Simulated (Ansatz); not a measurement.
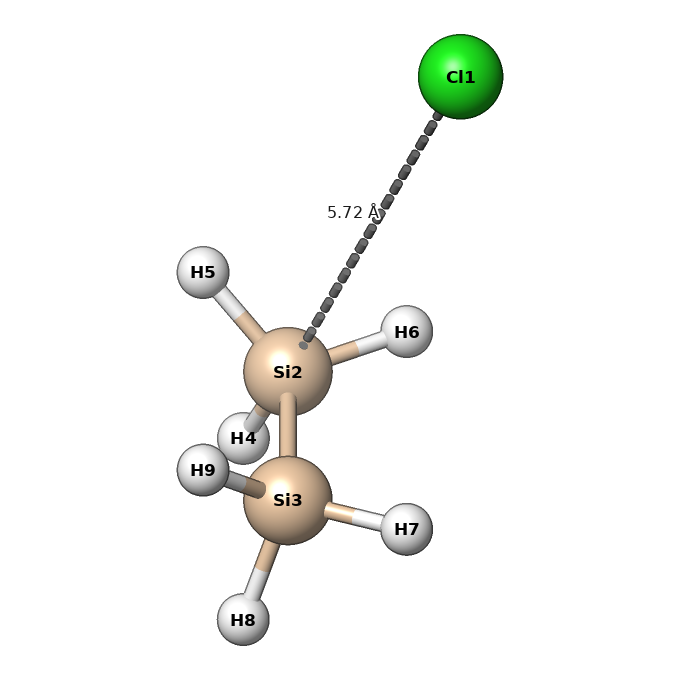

Two molecules or ions; the broken line marks their closest contact (measured against van der Waals radii). State: charge −1, singlet. Geometry: a pair of rigid molecules at a changed separation. Program: Ansatz 0.2.0.

**Which two species are they?**

Cl and Si2H6 (`[Cl-].[SiH3][SiH3]`).

Give the counterpoise-corrected interaction energy (kJ/mol, monomers kept as in the pair) with RHF-CCSD(T) (frozen core)/def2-TZVPPD; ωB97M-V/def2-TZVPPD.

```csv
level,interaction energy (kJ/mol)
RHF-CCSD(T) (frozen core)/def2-TZVPPD,−13.0
ωB97M-V/def2-TZVPPD,−13.2
```
